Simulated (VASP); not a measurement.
# Run report: GaHCNF, geometry relaxation (part 1 of 4)

GaHCNF (5 atoms in the cell), computed with Kohn-Sham DFT of a periodic cell, PBE, VASP PAW PBE potentials, recommended, no spin polarisation (VASP 6.6.1).

The run did not end well. It belongs to a series of runs on one base structure; here: atoms moved at random by about 0.02 A.

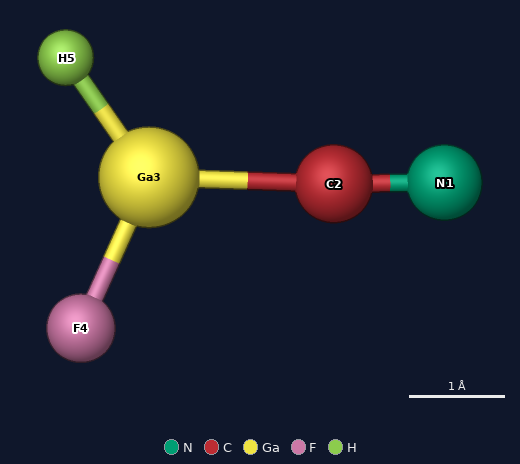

*The structure as given in the input (ball-and-stick view of the molecule without its box, seen on its broad side; atoms are numbered from 1 in the order of the input).*

Bond lengths as drawn: C–Ga 1.95 Å, C–N 1.17 Å, F–Ga 1.74 Å and Ga–H 1.54 Å.

**INCAR**
```
PREC     = Accurate       # precision mode
ENCUT    = 520            # plane-wave cutoff, eV
EDIFF    = 1E-6           # SCF threshold, eV
ISMEAR   = 0              # smearing method
SIGMA    = 0.01           # smearing width, eV
LREAL    = False          # projectors in reciprocal space
LASPH    = True           # aspherical terms in the spheres
NELM     = 80             # most SCF steps
ALGO     = Normal         # electronic algorithm
ISIF     = 2              # what is computed and relaxed
LWAVE    = False          # write WAVECAR
LCHARG   = False          # write CHGCAR
GGA      = PE             # functional
IBRION   = 2              # ionic algorithm
NSW      = 40             # ionic steps
EDIFFG   = -0.005         # ionic threshold
```

**KPOINTS**
```
Automatic mesh
0
Gamma
  1 1 1
```

**POSCAR**
```
GaHCNF
1.0
   12.0000000000      0.0000000000      0.0000000000
    0.0000000000     13.0000000000      0.0000000000
    0.0000000000      0.0000000000     12.0000000000
N C Ga F H
1 1 1 1 1
Direct
    0.6241340000      0.3617720000      0.6035480000
    0.5766940000      0.4224360000      0.5499740000
    0.5007270000      0.5296290000      0.4648520000
    0.3787540000      0.4848440000      0.4027770000
    0.5370400000      0.6425810000      0.4514760000
```

Run as:
```bash
cat potpaw_PBE.64/N/POTCAR potpaw_PBE.64/C/POTCAR potpaw_PBE.64/Ga_d/POTCAR potpaw_PBE.64/F/POTCAR potpaw_PBE.64/H/POTCAR > POTCAR
mpirun -np 1 vasp_gam > vasp.out
```

**OSZICAR**
```
N       E                     dE             d eps       ncg     rms          rms(c)
DAV:   1     0.243993576123E+03    0.24399E+03   -0.94044E+03    54   0.970E+02
DAV:   2     0.669700651640E+02   -0.17702E+03   -0.17437E+03    68   0.188E+02
DAV:   3    -0.209944237375E+02   -0.87964E+02   -0.87411E+02    49   0.115E+02
DAV:   4    -0.305271727940E+02   -0.95327E+01   -0.95051E+01    52   0.485E+01
DAV:   5    -0.307327224700E+02   -0.20555E+00   -0.20508E+00    54   0.879E+00    0.106E+01
DAV:   6    -0.272746021674E+02    0.34581E+01   -0.10862E+01    68   0.397E+01    0.535E+00
DAV:   7    -0.268475520775E+02    0.42705E+00   -0.15422E+00    52   0.935E+00    0.280E+00
DAV:   8    -0.267331120108E+02    0.11444E+00   -0.51662E-01    57   0.583E+00    0.114E+00
DAV:   9    -0.267156642963E+02    0.17448E-01   -0.55788E-02    52   0.221E+00    0.477E-01
DAV:  10    -0.267133096437E+02    0.23547E-02   -0.20351E-02    38   0.121E+00    0.223E-01
DAV:  11    -0.267169836644E+02   -0.36740E-02   -0.93553E-03    65   0.979E-01    0.142E-01
DAV:  12    -0.267215908733E+02   -0.46072E-02   -0.26249E-03    46   0.406E-01    0.108E-01
DAV:  13    -0.267273685762E+02   -0.57777E-02   -0.35834E-03    54   0.456E-01    0.623E-02
DAV:  14    -0.267312002865E+02   -0.38317E-02   -0.97674E-04    54   0.262E-01    0.264E-02
DAV:  15    -0.267334401085E+02   -0.22398E-02   -0.40865E-04    46   0.146E-01    0.168E-02
DAV:  16    -0.267343834492E+02   -0.94334E-03   -0.15418E-04    38   0.838E-02    0.140E-02
DAV:  17    -0.267347571799E+02   -0.37373E-03   -0.35588E-05    46   0.412E-02    0.654E-03
DAV:  18    -0.267350097058E+02   -0.25253E-03   -0.22761E-05    38   0.250E-02    0.331E-03
DAV:  19    -0.267351261591E+02   -0.11645E-03   -0.77174E-06    46   0.137E-02    0.362E-03
DAV:  20    -0.267351713790E+02   -0.45220E-04   -0.20755E-06    38   0.102E-02    0.856E-04
DAV:  21    -0.267351934098E+02   -0.22031E-04   -0.13824E-06    30   0.658E-03    0.149E-03
DAV:  22    -0.267352015046E+02   -0.80949E-05   -0.31298E-07    30   0.487E-03    0.365E-04
DAV:  23    -0.267352039365E+02   -0.24319E-05   -0.97272E-08    38   0.187E-03    0.300E-04
DAV:  24    -0.267352059982E+02   -0.20617E-05   -0.32102E-08    30   0.107E-03    0.983E-05
DAV:  25    -0.267352066568E+02   -0.65858E-06   -0.76641E-09    30   0.539E-04
   1 F= -.26735207E+02 E0= -.26735207E+02  d E =-.267352E+02
       N       E                     dE             d eps       ncg     rms          rms(c)
DAV:   1    -0.266225524346E+02    0.11265E+00   -0.13363E+01    41   0.319E+01    0.113E+00
DAV:   2    -0.266370450242E+02   -0.14493E-01   -0.61483E-01    57   0.697E+00    0.638E-01
DAV:   3    -0.266318558830E+02    0.51891E-02   -0.38650E-02    49   0.181E+00    0.403E-01
DAV:   4    -0.266304504053E+02    0.14055E-02   -0.74251E-03    54   0.735E-01    0.188E-01
DAV:   5    -0.266301425219E+02    0.30788E-03   -0.96910E-04    41   0.296E-01    0.544E-02
DAV:   6    -0.266301558474E+02   -0.13326E-04   -0.20452E-04    44   0.149E-01    0.177E-02
DAV:   7    -0.266303335622E+02   -0.17771E-03   -0.83260E-05    46   0.857E-02    0.168E-02
DAV:   8    -0.266307374697E+02   -0.40391E-03   -0.11320E-04    52   0.811E-02    0.102E-02
DAV:   9    -0.266309339329E+02   -0.19646E-03   -0.35992E-05    44   0.448E-02    0.728E-03
DAV:  10    -0.266311599824E+02   -0.22605E-03   -0.37056E-05    49   0.279E-02    0.304E-03
DAV:  11    -0.266312180104E+02   -0.58028E-04   -0.44416E-06    44   0.117E-02    0.207E-03
DAV:  12    -0.266312621621E+02   -0.44152E-04   -0.25588E-06    44   0.761E-03    0.100E-03
DAV:  13    -0.266312884244E+02   -0.26262E-04   -0.21787E-06    44   0.581E-03    0.601E-04
DAV:  14    -0.266313013760E+02   -0.12952E-04   -0.24267E-07    36   0.266E-03    0.342E-04
DAV:  15    -0.266313099974E+02   -0.86214E-05   -0.32165E-07    36   0.201E-03    0.271E-04
DAV:  16    -0.266313134377E+02   -0.34403E-05   -0.97839E-08    44   0.137E-03    0.119E-04
DAV:  17    -0.266313147500E+02   -0.13123E-05   -0.23729E-08    36   0.744E-04    0.912E-05
DAV:  18    -0.266313152268E+02   -0.47682E-06    0.13817E-10    28   0.487E-04
   2 F= -.26631315E+02 E0= -.26631315E+02  d E =0.103891E+00
       N       E                     dE             d eps       ncg     rms          rms(c)
DAV:   1    -0.267327230970E+02   -0.10141E+00   -0.90188E+00    41   0.263E+01    0.918E-01
DAV:   2    -0.267440729837E+02   -0.11350E-01   -0.37785E-01    52   0.545E+00    0.481E-01
DAV:   3    -0.267411755042E+02    0.28975E-02   -0.27528E-02    60   0.145E+00    0.292E-01
DAV:   4    -0.267400646157E+02    0.11109E-02   -0.58972E-03    52   0.590E-01    0.116E-01
DAV:   5    -0.267397209368E+02    0.34368E-03   -0.82883E-04    52   0.250E-01    0.475E-02
DAV:   6    -0.267396713209E+02    0.49616E-04   -0.16772E-04    44   0.101E-01    0.162E-02
DAV:   7    -0.267397249488E+02   -0.53628E-04   -0.33506E-05    52   0.589E-02    0.108E-02
DAV:   8    -0.267400385721E+02   -0.31362E-03   -0.75635E-05    52   0.821E-02    0.739E-03
DAV:   9    -0.267402601767E+02   -0.22160E-03   -0.32077E-05    44   0.380E-02    0.506E-03
DAV:  10    -0.267404193314E+02   -0.15915E-03   -0.12128E-05    41   0.174E-02    0.335E-03
DAV:  11    -0.267405520364E+02   -0.13270E-03   -0.12930E-05    36   0.171E-02    0.219E-03
DAV:  12    -0.267405958926E+02   -0.43856E-04   -0.29906E-06    44   0.113E-02    0.132E-03
DAV:  13    -0.267406225291E+02   -0.26636E-04   -0.14184E-06    38   0.567E-03    0.559E-04
DAV:  14    -0.267406351738E+02   -0.12645E-04   -0.27380E-07    36   0.281E-03    0.378E-04
DAV:  15    -0.267406464993E+02   -0.11325E-04   -0.41975E-07    30   0.255E-03    0.269E-04
DAV:  16    -0.267406485194E+02   -0.20201E-05   -0.53733E-08    44   0.149E-03    0.138E-04
DAV:  17    -0.267406501293E+02   -0.16099E-05   -0.50179E-08    30   0.109E-03    0.106E-04
DAV:  18    -0.267406504019E+02   -0.27260E-06    0.76444E-10    28   0.515E-04
   3 F= -.26740650E+02 E0= -.26740650E+02  d E =-.544375E-02
       N       E                     dE             d eps       ncg     rms          rms(c)
DAV:   1    -0.266907950168E+02    0.49855E-01   -0.88730E+00    41   0.259E+01    0.553E-01
DAV:   2    -0.267204422302E+02   -0.29647E-01   -0.33974E-01    49   0.510E+00    0.333E-01
DAV:   3    -0.267188429067E+02    0.15993E-02   -0.79811E-03    54   0.892E-01    0.214E-01
DAV:   4    -0.267177712082E+02    0.10717E-02   -0.27795E-03    49   0.563E-01    0.828E-02
DAV:   5    -0.267176510791E+02    0.12013E-03   -0.71977E-04    44   0.237E-01    0.315E-02
DAV:   6    -0.267176953873E+02   -0.44308E-04   -0.73714E-05    54   0.872E-02    0.174E-02
DAV:   7    -0.267179197402E+02   -0.22435E-03   -0.56622E-05    38   0.831E-02    0.875E-03
DAV:   8    -0.267181574050E+02   -0.23766E-03   -0.54541E-05    46   0.449E-02    0.722E-03
DAV:   9    -0.267184078433E+02   -0.25044E-03   -0.35636E-05    38   0.289E-02    0.510E-03
DAV:  10    -0.267184862240E+02   -0.78381E-04   -0.87948E-06    44   0.175E-02    0.255E-03
DAV:  11    -0.267185737803E+02   -0.87556E-04   -0.83598E-06    30   0.138E-02    0.142E-03
DAV:  12    -0.267186099038E+02   -0.36123E-04   -0.34367E-06    38   0.805E-03    0.144E-03
DAV:  13    -0.267186301548E+02   -0.20251E-04   -0.15051E-06    30   0.834E-03    0.130E-03
DAV:  14    -0.267186348791E+02   -0.47243E-05   -0.21451E-07    36   0.492E-03    0.808E-04
DAV:  15    -0.267186414616E+02   -0.65824E-05   -0.31826E-07    30   0.353E-03    0.494E-04
DAV:  16    -0.267186428405E+02   -0.13790E-05   -0.36846E-08    38   0.151E-03    0.357E-04
DAV:  17    -0.267186448706E+02   -0.20301E-05   -0.61777E-08    30   0.132E-03    0.842E-05
DAV:  18    -0.267186453861E+02   -0.51549E-06   -0.85940E-09    30   0.641E-04
   4 F= -.26718645E+02 E0= -.26718645E+02  d E =0.220050E-01
       N       E                     dE             d eps       ncg     rms          rms(c)
DAV:   1    -0.267310363548E+02   -0.12391E-01   -0.45601E+00    41   0.186E+01    0.380E-01
DAV:   2    -0.267456403630E+02   -0.14604E-01   -0.16754E-01    49   0.359E+00    0.246E-01
DAV:   3    -0.267450004563E+02    0.63991E-03   -0.46053E-03    54   0.584E-01    0.163E-01
DAV:   4    -0.267443757342E+02    0.62472E-03   -0.11027E-03    41   0.387E-01    0.606E-02
DAV:   5    -0.267442480805E+02    0.12765E-03   -0.31660E-04    38   0.160E-01    0.224E-02
DAV:   6    -0.267442659763E+02   -0.17896E-04   -0.50260E-05    54   0.669E-02    0.117E-02
DAV:   7    -0.267443792091E+02   -0.11323E-03   -0.17548E-05    38   0.413E-02    0.552E-03
DAV:   8    -0.267445669555E+02   -0.18775E-03   -0.24513E-05    46   0.321E-02    0.507E-03
DAV:   9    -0.267447247077E+02   -0.15775E-03   -0.15496E-05    38   0.201E-02    0.243E-03
DAV:  10    -0.267447810021E+02   -0.56294E-04   -0.40094E-06    41   0.121E-02    0.153E-03
DAV:  11    -0.267448269421E+02   -0.45940E-04   -0.26801E-06    30   0.681E-03    0.117E-03
DAV:  12    -0.267448476482E+02   -0.20706E-04   -0.10190E-06    41   0.461E-03    0.589E-04
DAV:  13    -0.267448622323E+02   -0.14584E-04   -0.68787E-07    30   0.364E-03    0.566E-04
DAV:  14    -0.267448664290E+02   -0.41967E-05   -0.10446E-07    41   0.201E-03    0.253E-04
DAV:  15    -0.267448690794E+02   -0.26504E-05   -0.42975E-08    30   0.103E-03    0.137E-04
DAV:  16    -0.267448708315E+02   -0.17521E-05   -0.40646E-08    30   0.815E-04    0.864E-05
DAV:  17    -0.267448712755E+02   -0.44405E-06   -0.45437E-09    33   0.416E-04
   5 F= -.26744871E+02 E0= -.26744871E+02  d E =-.422087E-02
       N       E                     dE             d eps       ncg     rms          rms(c)
DAV:   1    -0.267453153184E+02   -0.44449E-03   -0.20846E-01    38   0.398E+00    0.926E-02
DAV:   2    -0.267458274492E+02   -0.51213E-03   -0.65473E-03    54   0.716E-01    0.537E-02
DAV:   3    -0.267458256559E+02    0.17933E-05   -0.38068E-04    57   0.158E-01    0.334E-02
DAV:   4    -0.267458193823E+02    0.62735E-05   -0.73463E-05    38   0.554E-02    0.204E-02
DAV:   5    -0.267458097303E+02    0.96520E-05   -0.23839E-05    65   0.460E-02    0.418E-03
DAV:   6    -0.267458102347E+02   -0.50440E-06   -0.46373E-06    52   0.196E-02
   6 F= -.26745810E+02 E0= -.26745810E+02  d E =-.938959E-03
       N       E                     dE             d eps       ncg     rms          rms(c)
DAV:   1    -0.267457346241E+02    0.75106E-04   -0.65113E-02    38   0.222E+00    0.519E-02
DAV:   2    -0.267458898004E+02   -0.15518E-03   -0.20572E-03    54   0.401E-01    0.301E-02
DAV:   3    -0.267458881136E+02    0.16867E-05   -0.12036E-04    60   0.897E-02    0.189E-02
DAV:   4    -0.267458877942E+02    0.31946E-06   -0.23980E-05    46   0.313E-02    0.116E-02
DAV:   5    -0.267458882313E+02   -0.43718E-06   -0.84131E-06    54   0.264E-02
   7 F= -.26745888E+02 E0= -.26745888E+02  d E =-.101696E-02
       N       E                     dE             d eps       ncg     rms          rms(c)
DAV:   1    -0.267451056026E+02    0.78219E-03   -0.17950E-01    38   0.349E+00    0.123E-01
DAV:   2    -0.267454563399E+02   -0.35074E-03   -0.66154E-03    49   0.678E-01    0.786E-02
DAV:   3    -0.267453775285E+02    0.78811E-04   -0.38855E-04    46   0.171E-01    0.489E-02
DAV:   4    -0.267453797039E+02   -0.21754E-05   -0.10000E-04    46   0.818E-02    0.213E-02
DAV:   5    -0.267453890687E+02   -0.93648E-05   -0.12043E-05    38   0.333E-02    0.683E-03
DAV:   6    -0.267453948280E+02   -0.57594E-05   -0.17331E-06    38   0.117E-02    0.209E-03
DAV:   7    -0.267453999403E+02   -0.51122E-05   -0.51490E-07    30   0.701E-03    0.995E-04
DAV:   8    -0.267454030640E+02   -0.31237E-05   -0.13748E-07    33   0.426E-03    0.631E-04
DAV:   9    -0.267454115497E+02   -0.84858E-05   -0.45650E-07    30   0.420E-03    0.727E-04
DAV:  10    -0.267454151873E+02   -0.36376E-05   -0.14477E-07    41   0.300E-03    0.443E-04
DAV:  11    -0.267454184845E+02   -0.32972E-05   -0.11811E-07    30   0.192E-03    0.145E-04
DAV:  12    -0.267454197399E+02   -0.12554E-05   -0.25909E-08    41   0.106E-03    0.111E-04
DAV:  13    -0.267454207110E+02   -0.97112E-06   -0.10526E-08    30   0.803E-04
   8 F= -.26745421E+02 E0= -.26745421E+02  d E =0.467520E-03
       N       E                     dE             d eps       ncg     rms          rms(c)
DAV:   1    -0.267459356250E+02   -0.51589E-03   -0.80278E-02    38   0.233E+00    0.834E-02
DAV:   2    -0.267460853848E+02   -0.14976E-03   -0.30210E-03    46   0.459E-01    0.535E-02
DAV:   3    -0.267460481087E+02    0.37276E-04   -0.18018E-04    46   0.119E-01    0.335E-02
DAV:   4    -0.267460474994E+02    0.60929E-06   -0.45531E-05    46   0.560E-02    0.150E-02
DAV:   5    -0.267460505015E+02   -0.30021E-05   -0.60721E-06    38   0.230E-02    0.473E-03
DAV:   6    -0.267460517415E+02   -0.12400E-05   -0.75095E-07    38   0.787E-03    0.145E-03
DAV:   7    -0.267460526695E+02   -0.92800E-06   -0.21120E-07    30   0.473E-03
   9 F= -.26746053E+02 E0= -.26746053E+02  d E =-.164438E-03
       N       E                     dE             d eps       ncg     rms          rms(c)
DAV:   1    -0.267461229349E+02   -0.71193E-04   -0.48016E-02    38   0.185E+00    0.384E-02
DAV:   2    -0.267462755927E+02   -0.15266E-03   -0.16968E-03    38   0.352E-01    0.219E-02
DAV:   3    -0.267462758006E+02   -0.20788E-06   -0.50048E-05    54   0.665E-02    0.157E-02
DAV:   4    -0.267462779723E+02   -0.21717E-05   -0.18292E-05    54   0.442E-02    0.524E-03
DAV:   5    -0.267462784892E+02   -0.51691E-06   -0.58331E-06    38   0.176E-02
  10 F= -.26746278E+02 E0= -.26746278E+02  d E =-.225820E-03
       N       E                     dE             d eps       ncg     rms          rms(c)
DAV:   1    -0.267462760534E+02    0.19189E-05   -0.54081E-03    38   0.622E-01    0.132E-02
DAV:   2    -0.267462925274E+02   -0.16474E-04   -0.19626E-04    38   0.119E-01    0.734E-03
DAV:   3    -0.267462922753E+02    0.25210E-06   -0.57380E-06    46   0.233E-02
  11 F= -.26746292E+02 E0= -.26746292E+02  d E =-.239606E-03
       N       E                     dE             d eps       ncg     rms          rms(c)
DAV:   1    -0.267463152543E+02   -0.22727E-04   -0.40702E-03    38   0.529E-01    0.123E-02
DAV:   2    -0.267463219583E+02   -0.67040E-05   -0.12817E-04    62   0.993E-02    0.752E-03
DAV:   3    -0.267463212328E+02    0.72556E-06   -0.41767E-06    46   0.166E-02
  12 F= -.26746321E+02 E0= -.26746321E+02  d E =-.289575E-04
       N       E                     dE             d eps       ncg     rms          rms(c)
DAV:   1    -0.267463212490E+02    0.70936E-06   -0.68924E-05    38   0.688E-02    0.231E-03
DAV:   2    -0.267463213608E+02   -0.11186E-06   -0.15879E-06    46   0.125E-02
  13 F= -.26746321E+02 E0= -.26746321E+02  d E =-.290855E-04
       N       E                     dE             d eps       ncg     rms          rms(c)
DAV:   1    -0.267463344414E+02   -0.13192E-04   -0.48758E-04    41   0.187E-01    0.401E-03
DAV:   2    -0.267463356228E+02   -0.11814E-05   -0.15040E-05    46   0.348E-02    0.287E-03
DAV:   3    -0.267463356629E+02   -0.40141E-07   -0.38149E-07    22   0.663E-03
  14 F= -.26746336E+02 E0= -.26746336E+02  d E =-.143021E-04
       N       E                     dE             d eps       ncg     rms          rms(c)
DAV:   1    -0.267463511930E+02   -0.15570E-04   -0.43425E-03    41   0.556E-01    0.113E-02
DAV:   2    -0.267463607033E+02   -0.95103E-05   -0.12513E-04    46   0.101E-01    0.813E-03
DAV:   3    -0.267463598744E+02    0.82890E-06   -0.39088E-06    38   0.187E-02
  15 F= -.26746360E+02 E0= -.26746360E+02  d E =-.385136E-04
       N       E                     dE             d eps       ncg     rms          rms(c)
DAV:   1    -0.267463611879E+02   -0.48460E-06   -0.65409E-04    38   0.216E-01    0.506E-03
DAV:   2    -0.267463624934E+02   -0.13055E-05   -0.19498E-05    52   0.396E-02    0.367E-03
DAV:   3    -0.267463624479E+02    0.45487E-07   -0.51024E-07    22   0.786E-03
  16 F= -.26746362E+02 E0= -.26746362E+02  d E =-.410871E-04
       N       E                     dE             d eps       ncg     rms          rms(c)
DAV:   1    -0.267463762504E+02   -0.13757E-04   -0.29103E-04    38   0.143E-01    0.298E-03
DAV:   2    -0.267463772754E+02   -0.10250E-05   -0.73211E-06    38   0.241E-02    0.202E-03
DAV:   3    -0.267463776901E+02   -0.41468E-06   -0.22185E-07    22   0.499E-03
  17 F= -.26746378E+02 E0= -.26746378E+02  d E =-.152422E-04
       N       E                     dE             d eps       ncg     rms          rms(c)
DAV:   1    -0.267464096213E+02   -0.32346E-04   -0.26560E-03    38   0.431E-01    0.886E-03
DAV:   2    -0.267464153905E+02   -0.57692E-05   -0.67963E-05    38   0.737E-02    0.610E-03
DAV:   3    -0.267464155472E+02   -0.15671E-06   -0.25636E-06    38   0.144E-02
  18 F= -.26746416E+02 E0= -.26746416E+02  d E =-.530993E-04
       N       E                     dE             d eps       ncg     rms          rms(c)
DAV:   1    -0.267464441733E+02   -0.28783E-04   -0.10601E-02    38   0.861E-01    0.182E-02
DAV:   2    -0.267464664388E+02   -0.22266E-04   -0.27065E-04    44   0.148E-01    0.125E-02
DAV:   3    -0.267464659621E+02    0.47663E-06   -0.10692E-05    46   0.291E-02    0.828E-03
```
